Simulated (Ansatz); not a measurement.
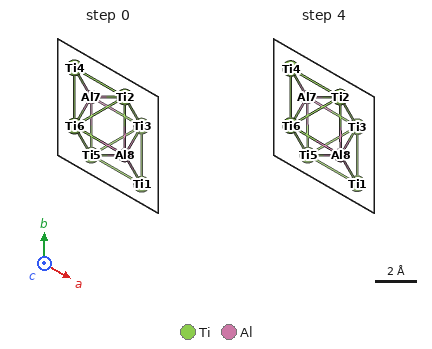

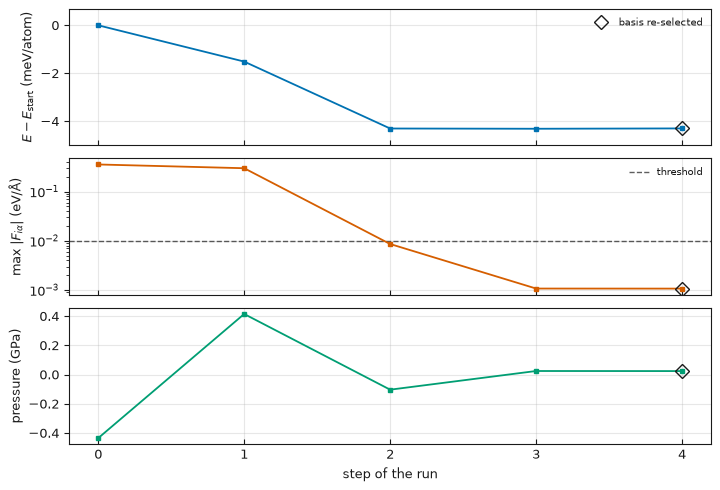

First and last geometry of a relaxation of a crystal of Ti₃Al (set up in P6_3/mmc), with the history of the run. The picture is a ball-and-stick view of the cell of the calculation, seen along the c axis.

Computed with Ansatz 0.2.0, DFT PBE, scalar-relativistic, plane waves, PAW. Settings: plane-wave cutoff 420 eV; k-point mesh 6 × 6 × 8; occupations gaussian; smearing width 0.1 eV; no spin polarisation; cell and atoms relaxed; force threshold 0.01 eV/Å; at most 80 steps.

Q: Read the history and describe the run.

A: It converged. The largest moves relative to the cell, 0.031 Å, are those of Ti1, Ti2, Ti3, Ti4, Ti5 and Ti6. Ti1 goes along [−1 1 0]. Al stays in place. The volume changes by −0.5 %, with a = b 5.764 → 5.755 Å (−0.2 %), c 4.664 → 4.654 Å (−0.2 %). Some distances before and after: Ti1–Ti3 2.881 → 2.824 Å, Ti1–Ti3 (another image) 2.883 → 2.932 Å, Ti1–Al8 2.865 → 2.841 Å, Ti1–Ti2 2.865 → 2.877 Å. The space group stays P6_3/mmc (No. 194). After 3 accepted moves (4 points after the start) the energy has fallen by 4.3 meV per atom. Largest force component: 0.36 eV/Å at the start, 0.0011 eV/Å at the end. The pressure goes from −0.43 to 0.02 GPa. At 1 point the geometry stayed and the basis and grid were re-selected for the new cell (energy shift of less than 0.05 meV per atom at most each time). The run took 36 s on 1 thread of Intel(R) Xeon(R) Platinum 8559C (Emerald Rapids) (shared host), peak memory 0.55 GiB.
